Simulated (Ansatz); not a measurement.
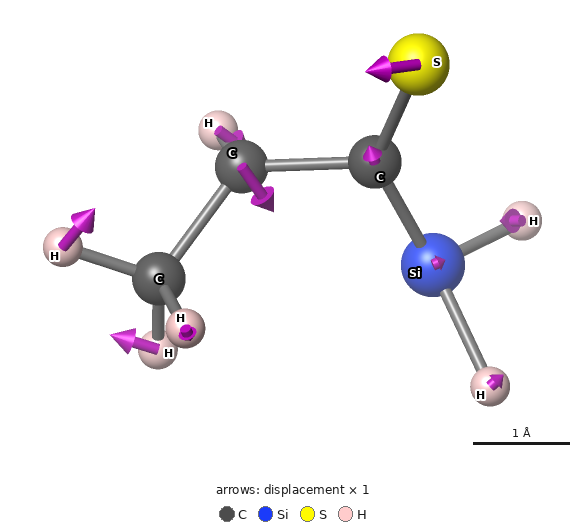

This is a relaxation of C3H6SSi. The starting structure is drawn; purple arrows show the displacements, at their true length. The two geometries are superimposed by the best rigid fit.

A ball-and-stick model, seen at a tilt.

The run prepares an end point of a later path (inversion) calculation, from a guessed geometry.

Theory: RKS BHLYP-D4/def2-SVP in Ansatz 0.2.0.

Input
```yaml
crystal:
  periodic: [false, false, false]
  atoms:
    - { symbol: C, position_ang: [-1.0253, 0.1831, 0.8835] }
    - { symbol: C, position_ang: [-0.5748, -0.566, -0.3143] }
    - { symbol: Si, position_ang: [1.6361, 0.1776, -0.5111] }
    - { symbol: C, position_ang: [0.2786, 0.0096, -1.3411] }
    - { symbol: S, position_ang: [-0.3479, 0.2845, -2.8491] }
    - { symbol: H, position_ang: [-1.2037, 1.3027, 0.6233] }
    - { symbol: H, position_ang: [-0.3816, 0.1389, 1.7399] }
    - { symbol: H, position_ang: [-2.0135, -0.1472, 1.1615] }
    - { symbol: H, position_ang: [-0.339, -1.569, 0.0148] }
    - { symbol: H, position_ang: [2.18255, 1.56638, -0.24808] }
    - { symbol: H, position_ang: [2.82494, -0.67554, -0.88113] }
basis:
  gaussian: { orbitals: def2-SVP }
hamiltonian:
  xc: { name: BHLYP }
  dispersion: d4
relax:
  f_tol: 0.015
  max_steps: 40
```

Run as
```bash
ansatz run input.yaml --threads 2 --pin off --max-ram 3072MiB --backend cpu --events-out ev --progress --plain --runs-dir out
```

### What did the optimiser do to the structure, and how much energy did it gain?

After 14 accepted moves (15 points after the start) the energy has fallen by 80.8 kcal/mol. Largest force component: 8.8 eV/Å at the start, 0.015 eV/Å at the end. The line search rejected the trial step at point 12 of the run. C2 moves most after the best rigid fit: 0.67 Å. By element the largest moves are C 0.67 Å, S 0.65 Å, H 0.61 Å, Si 0.15 Å. Among the contacts that change: C2–Si3 2.341 → 1.892 Å, Si3–C4 1.600 → 1.848 Å, C1–H6 1.163 → 1.093 Å, C4–S5 1.656 → 1.601 Å. New bonds form: C2–Si3 (2.34 → 1.89 Å). Bond angles that change, for instance: C2–C4–Si3 100.0° → 68.2°, C2–C4–S5 119.1° → 135.2°, Si3–C4–S5 140.9° → 150.6°. The run took 53 s on 2 threads of Arm Neoverse V1 (shared host), peak memory 0.24 GiB.
